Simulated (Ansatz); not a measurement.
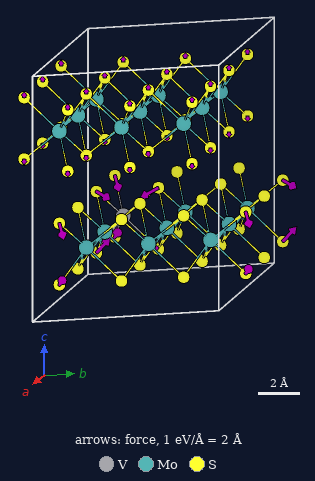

Starting geometry of a defect cell of composition VMo17S36 (cell charge −1) with the computed forces as purple arrows. The picture is a ball-and-stick view of the cell of the calculation, seen slightly off an axis.

The calculation used DFT, PBE, plane-wave PAW, default files, scalar-relativistic, frozen cores in Ansatz. (plane-wave cutoff 420 eV; k-point mesh 3 × 3 × 2; occupations fermi dirac; smearing width 0.01 eV; no spin polarisation; potentials kind: paw, frozen_core: stored; atoms relaxed in a fixed cell; force threshold 0.02 eV/Å; at most 50 steps)

Is this structure relaxed? If not, where do the atoms go?

It isn't relaxed: the largest force vector, on S atoms, is 0.59 eV/Å. The atoms end up moving mostly along the starting forces (cosine between the two patterns 0.98). The energy falls by 0.106 eV per cell of the calculation in 3 geometry steps. The largest force component goes from 0.5 to 0.0053 eV/Å. The largest moves, 0.050 Å, are those of S atoms. Largest moves by element: S 0.050 Å, Mo 0.001 Å. V stays in place. The cell stays as it was. Some distances before and after: S–V 2.396 → 2.347 Å, Mo–S 2.396 → 2.401 Å. Cost: 2.8 min on 4 threads of Intel(R) Xeon(R) Platinum 8375C CPU @ 2.90GHz (Ice Lake), with other jobs on the host, peak memory 6.1 GiB.

Limits of the set-up: the cell is charged, on a uniform background, and energies carry no finite-size correction.
